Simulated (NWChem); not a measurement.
# the pair InH3···SiF2: a chain of runs

We compute the energy (singlet InSiH3F2, CAM-B3LYP-D3(0)/3-21G), then a single-point energy (singlet InH3, CAM-B3LYP-D3(0)/3-21G), then the energy (singlet SiF2, CAM-B3LYP-D3(0)/3-21G), then a single-point energy (singlet InH3, CAM-B3LYP-D3(0)/3-21G), then the energy (singlet SiF2, CAM-B3LYP-D3(0)/3-21G) of F2H3InSi and its partners. 

The results are computed with NWChem 7.3.0.

## 1. Starting point

InSiH3F2: 7 atoms, total charge 0, spin state singlet. The two molecules were placed rigidly side by side, at 1 times their contact distance; the pair isn't optimised.

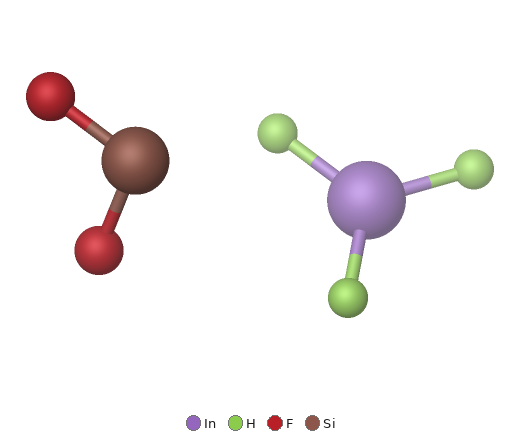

Viewed from a chosen angle; indium purple, hydrogen green, fluorine red, silicon brown.

## 2. The energy at CAM-B3LYP-D3(0)/3-21G (run 1)

f2h3insi.nw

```
start f2h3insi
title "F2H3InSi"
memory total 2200 mb
charge 0
geometry units atomic noautosym nocenter noautoz
  In   0.00000000   0.00000000  -0.00005669
  H    0.75891401   2.89335967   1.29121207
  H   -2.09665114  -0.17423275  -2.48748429
  H    1.33773712  -2.71912692   1.19632892
  F    3.33173834  -8.93360467  -3.13972326
  Si   1.89288197  -6.36535348  -3.84183211
  F   -0.98836456  -7.23855813  -3.53318314
end
basis spherical bse
  * library 3-21G
end
dft
  xc xcamb88 1.00 lyp 0.81 vwn_5 0.19 hfexch 1.00
  cam 0.33 cam_alpha 0.19 cam_beta 0.46
  disp vdw 3
  grid fine
  convergence energy 1e-08
  direct
  maxiter 100
  mulliken
  print low
end
task dft energy
```

Command:

```sh
$ nwchem f2h3insi.nw > f2h3insi.out
```

What it wrote:

```text
[...]
 d= 0,ls=0.0,diis     1  -6205.6507188710 -6.55D+03  1.69D-02  8.09D-01     2.2
[...]
 d= 0,ls=0.0,diis     8  -6205.7503346099 -5.82D-09  5.77D-07  4.63D-10    13.2
         Total DFT energy =    -6205.750334609850
      One electron energy =    -9262.243658002626
           Coulomb energy =     2910.318013712393
    Exchange-Corr. energy =     -199.301922795100
 Nuclear repulsion energy =      345.479247892216
    Dispersion correction =       -0.002015416732
[...]
      Total Density - Mulliken Population Analysis
     ---------------------------------------------
    Atom       Charge   Shell Charges
 -----------   ------   -------------------------------------------------------
    1 In  49    48.54   2.00  2.00  6.00  2.00  5.99  2.00  5.94  0.84  1.08  0.34  0.39 10.00  9.96
    2 H    1     1.14   0.39  0.75
    3 H    1     1.14   0.39  0.75
    4 H    1     1.17   0.39  0.78
    5 F    9     9.39   1.98  0.44  2.50  1.53  2.94
    6 Si  14    13.21   2.00  1.98  5.84  0.88  1.09  0.95  0.48
    7 F    9     9.40   1.98  0.44  2.50  1.53  2.94
[...]
```

It took 14 s on 1 thread of Intel Xeon Platinum 8488C (Sapphire Rapids), shared host; peak memory 0.12 GiB.

## 3. InH3: a single-point energy at CAM-B3LYP-D3(0)/3-21G (run 2)

h3in.nw

```
start h3in
title "H3In energy"
memory total 2200 mb
geometry units au noautosym nocenter noautoz
  In  0.00000000  0.00000000 -0.00005669
  H   0.75891401  2.89335967  1.29121207
  H  -2.09665114 -0.17423275 -2.48748429
  H   1.33773712 -2.71912692  1.19632892
end
basis spherical bse
  * library 3-21G
end
dft
  xc xcamb88 1.00 lyp 0.81 vwn_5 0.19 hfexch 1.00
  cam 0.33 cam_alpha 0.19 cam_beta 0.46
  disp vdw 3
  grid fine
  convergence energy 1e-08
  direct
  maxiter 100
  mulliken
  noprint "final vectors analysis"
end
task dft energy
```

Command:

```sh
$ nwchem h3in.nw > h3in.out
```

What it wrote:

```text
[...]
          Wavefunction type:  closed shell.
          No. of atoms     :     4
          No. of electrons :    52
[...]
          Charge           :     0
          Spin multiplicity:     1
[...]
          AO basis - number of functions:    37
[...]
              XC Information
              --------------
                     Hartree-Fock (Exact) Exchange  1.000
                   CAM-Becke88 Exchange Functional  1.000
                      VWN V Correlation Functional  0.190 local
              Lee-Yang-Parr Correlation Functional  0.810
[...]
 d= 0,ls=0.0,diis     1  -5719.1571806847 -5.76D+03  1.10D-02  8.82D-02     1.2
[...]
 d= 0,ls=0.0,diis     6  -5719.1686271224 -2.30D-09  4.16D-07  4.07D-11     3.8
         Total DFT energy =    -5719.168627122413
      One electron energy =    -7986.843115944138
           Coulomb energy =     2379.522051226566
    Exchange-Corr. energy =     -157.499228505115
 Nuclear repulsion energy =       45.651842167066
    Dispersion correction =       -0.000176066793
[...]
      Total Density - Mulliken Population Analysis
     ---------------------------------------------
    Atom       Charge   Shell Charges
 -----------   ------   -------------------------------------------------------
    1 In  49    48.56   2.00  2.00  6.00  2.00  5.99  2.00  5.94  0.83  1.08  0.35  0.40 10.00  9.96
    2 H    1     1.15   0.39  0.76
    3 H    1     1.15   0.39  0.76
    4 H    1     1.15   0.39  0.76
[...]
```

Run time: 4.5 s. Hardware: 1 thread of Intel Xeon Platinum 8488C (Sapphire Rapids), shared host; peak memory 0.12 GiB.

## 4. SiF2: the energy at CAM-B3LYP-D3(0)/3-21G (run 3)

f2si.nw

```
echo
start f2si
title "F2Si"
memory total 2200 mb
charge 0

geometry units bohr noautosym nocenter noautoz
  F    3.33173834  -8.93360467  -3.13972326
  Si   1.89288197  -6.36535348  -3.84183211
  F   -0.98836456  -7.23855813  -3.53318314
end

basis "ao basis" spherical bse
  * library 3-21G
end

dft
  xc xcamb88 1.00 lyp 0.81 vwn_5 0.19 hfexch 1.00
  cam 0.33 cam_alpha 0.19 cam_beta 0.46
  disp vdw 3
  grid fine
  convergence energy 1e-08
  direct
  iterations 100
  mulliken
  print low
end

task dft
```

Command:

```sh
$ nwchem f2si.nw > f2si.out
```

What it wrote:

```text
[...]
 d= 0,ls=0.0,diis     1   -486.4881553560 -5.87D+02  3.41D-02  7.19D-01     0.5
[...]
 d= 0,ls=0.0,diis     7   -486.5757156509 -9.69D-09  1.04D-06  1.32D-09     1.8
         Total DFT energy =     -486.575715650863
      One electron energy =     -877.399660156961
           Coulomb energy =      331.969931403029
    Exchange-Corr. energy =      -41.803993764943
 Nuclear repulsion energy =      100.658242807428
    Dispersion correction =       -0.000235939415
[...]
      Total Density - Mulliken Population Analysis
     ---------------------------------------------
    Atom       Charge   Shell Charges
 -----------   ------   -------------------------------------------------------
    1 F    9     9.40   1.98  0.44  2.50  1.53  2.94
    2 Si  14    13.20   2.00  1.98  5.84  0.88  1.09  0.96  0.46
    3 F    9     9.40   1.98  0.44  2.50  1.53  2.94
[...]
```

It took 2.4 s on 1 thread of Intel Xeon Platinum 8488C (Sapphire Rapids), shared host; peak memory 0.12 GiB.

## 5. InH3 among ghost functions: the energy at CAM-B3LYP-D3(0)/3-21G (with ghost functions) (run 4)

h3in.nw

```
start h3in
memory stack 880 mb heap 220 mb global 1100 mb

geometry units angstrom noautosym nocenter noautoz
  In     0.000000     0.000000    -0.000030
  H      0.401600     1.531100     0.683280
  H     -1.109500    -0.092200    -1.316320
  H      0.707900    -1.438900     0.633070
  bqF      1.763080    -4.727460    -1.661470
  bqSi     1.001670    -3.368400    -2.033010
  bqF     -0.523020    -3.830480    -1.869680
end

basis spherical bse
  In library 3-21G
  H library 3-21G
  bqF library F 3-21G
  bqSi library Si 3-21G
end

dft
  xc xcamb88 1.00 lyp 0.81 vwn_5 0.19 hfexch 1.00
  cam 0.33 cam_alpha 0.19 cam_beta 0.46
  disp vdw 3
  grid fine
  convergence energy 1e-08
  direct
  iterations 100
  mulliken
  print low
end

task dft
```

Command:

```sh
$ nwchem h3in.nw > h3in.out
```

What it wrote:

```text
[...]
 d= 0,ls=0.0,diis     1  -5719.1579485009 -5.76D+03  6.00D-03  8.91D-02     1.7
[...]
 d= 0,ls=0.0,diis     6  -5719.1694260938 -2.50D-09  2.27D-07  4.22D-11     9.2
         Total DFT energy =    -5719.169426093797
      One electron energy =    -7986.797487684390
           Coulomb energy =     2379.473714128523
    Exchange-Corr. energy =     -157.497321932218
 Nuclear repulsion energy =       45.651845461126
    Dispersion correction =       -0.000176066838
[...]
      Total Density - Mulliken Population Analysis
     ---------------------------------------------
    Atom       Charge   Shell Charges
 -----------   ------   -------------------------------------------------------
    1 In  49    48.55   2.00  2.00  6.00  2.00  5.99  2.00  5.94  0.84  1.09  0.35  0.39 10.00  9.96
    2 H    1     1.15   0.39  0.76
    3 H    1     1.15   0.39  0.76
    4 H    1     1.15   0.39  0.76
    5 X    0    -0.00   0.00  0.00  0.00 -0.00 -0.00
    6 X    0     0.00  -0.00 -0.00 -0.00 -0.00 -0.00  0.00  0.00
    7 X    0    -0.00   0.00  0.00  0.00 -0.00 -0.00
[...]
```

Run time: 9.9 s. Hardware: 1 thread of Intel Xeon Platinum 8488C (Sapphire Rapids), shared host; peak memory 0.12 GiB.

## 6. SiF2 among ghost functions: a single-point energy at CAM-B3LYP-D3(0)/3-21G (with ghost functions) (run 5)

a.nw

```
start a
title "F2Si"
memory 2200 mb

geometry units angstroms noautosym nocenter noautoz
F     1.763080   -4.727460   -1.661470
Si    1.001670   -3.368400   -2.033010
F    -0.523020   -3.830480   -1.869680
bqIn     0.000000     0.000000    -0.000030
bqH      0.401600     1.531100     0.683280
bqH     -1.109500    -0.092200    -1.316320
bqH      0.707900    -1.438900     0.633070
end

basis spherical bse
F library 3-21G
Si library 3-21G
bqIn library In 3-21G
bqH library H 3-21G
end

dft
xc xcamb88 1.00 lyp 0.81 vwn_5 0.19 hfexch 1.00
cam 0.33 cam_alpha 0.19 cam_beta 0.46
disp vdw 3
grid fine
convergence energy 1e-08
direct
iterations 100
mulliken
noprint "final vectors analysis"
end

task dft
```

Command:

```sh
$ nwchem a.nw > a.out
```

What it wrote:

```text
[...]
          Wavefunction type:  closed shell.
          No. of atoms     :     7
          No. of electrons :    32
[...]
          Charge           :     0
          Spin multiplicity:     1
[...]
          AO basis - number of functions:    68
[...]
              XC Information
              --------------
                     Hartree-Fock (Exact) Exchange  1.000
                   CAM-Becke88 Exchange Functional  1.000
                      VWN V Correlation Functional  0.190 local
              Lee-Yang-Parr Correlation Functional  0.810
[...]
 d= 0,ls=0.0,diis     1   -486.4910551479 -5.87D+02  1.55D-02  7.18D-01     1.5
[...]
 d= 0,ls=0.0,diis     8   -486.5786565694 -4.07D-09  2.82D-07  1.80D-10    14.2
         Total DFT energy =     -486.578656569438
      One electron energy =     -877.345700681341
           Coulomb energy =      331.907557822370
    Exchange-Corr. energy =      -41.798527991312
 Nuclear repulsion energy =      100.658250220210
    Dispersion correction =       -0.000235939366
[...]
      Total Density - Mulliken Population Analysis
     ---------------------------------------------
    Atom       Charge   Shell Charges
 -----------   ------   -------------------------------------------------------
    1 F    9     9.39   1.98  0.44  2.50  1.53  2.94
    2 Si  14    13.20   2.00  1.98  5.84  0.88  1.09  0.95  0.46
    3 F    9     9.40   1.98  0.44  2.50  1.53  2.94
    4 X    0     0.01  -0.00 -0.00 -0.00 -0.00 -0.00 -0.00 -0.00 -0.00 -0.00  0.00  0.01 -0.00 -0.00
    5 X    0    -0.00  -0.00 -0.00
    6 X    0    -0.00   0.00 -0.00
    7 X    0    -0.00  -0.00 -0.00
[...]
```

Wall time 15 s (1 thread of Intel Xeon Platinum 8488C (Sapphire Rapids), shared host); peak memory 0.12 GiB.

## 7. What came out

| quantity | value |
| --- | --- |
| run 1, CAM-B3LYP-D3(0)/3-21G: total energy | -6205.75033 Eh |
| run 1, CAM-B3LYP-D3(0)/3-21G: dispersion energy | -5.29 kJ/mol |
| InH3: total energy | -5719.16863 Eh |
| InH3: dipole moment | 0.00 D |
| InH3: dispersion energy | -0.46 kJ/mol |
| SiF2: total energy | -486.57572 Eh |
| SiF2: dispersion energy | -0.62 kJ/mol |
| InH3 among ghost functions: total energy | -5719.16943 Eh |
| InH3 among ghost functions: dispersion energy | -0.46 kJ/mol |
| SiF2 among ghost functions: total energy | -486.57866 Eh |
| SiF2 among ghost functions: dipole moment | 0.90 D |
| SiF2 among ghost functions: dispersion energy | -0.62 kJ/mol |
| interaction energy of the rigid parts InH3 and SiF2 (parts in their own basis; closest atoms 3.30 Å apart) | -0.163 eV |
| interaction energy of the rigid parts InH3 and SiF2 (parts in the whole basis, counterpoise; closest atoms 3.30 Å apart) | -0.061 eV |

**Reading.** The interaction energy of the rigid parts InH3 and SiF2 (parts in their own basis; closest atoms 3.30 Å apart) is −0.16 eV (−15.7 kJ/mol): the parts attract. Without counterpoise this holds the superposition error of the basis. The interaction energy of the rigid parts InH3 and SiF2 (parts in the whole basis, counterpoise; closest atoms 3.30 Å apart) is −0.06 eV (−1.4 kcal/mol): the parts attract. The basis-set superposition error is 9.8 kJ/mol. Relativity is left out (run 1, CAM-B3LYP-D3(0)/3-21G) although the molecule holds a heavy atom. Relativity is left out (InH3) although the molecule holds a heavy atom. Mulliken charges (SiF2) run from -0.40 on F1 to +0.80 on Si2.
